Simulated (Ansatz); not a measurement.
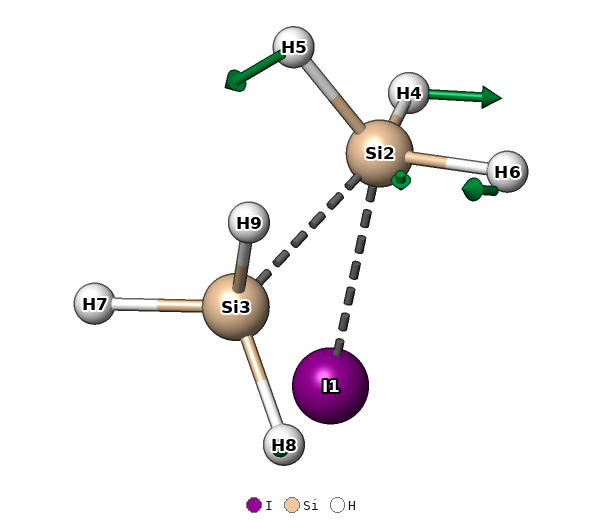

The arrows show one normal mode. Broken sticks mark bonds that form or break. Charge 0, doublet. Harmonic vibrations computed with UKS PBE0-D4/def2-TZVP, core potentials on I (Ansatz 0.2.0) at a stationary point of the same level. It is a saddle point of order 1.

Estimate its harmonic wavenumber.

156i cm⁻¹; it is mode 1 of 21 counted from the lowest. It is the reaction coordinate: Si2–Si3 forms (2.51 Å), I1–Si2 breaks (2.76 Å), or the reverse.
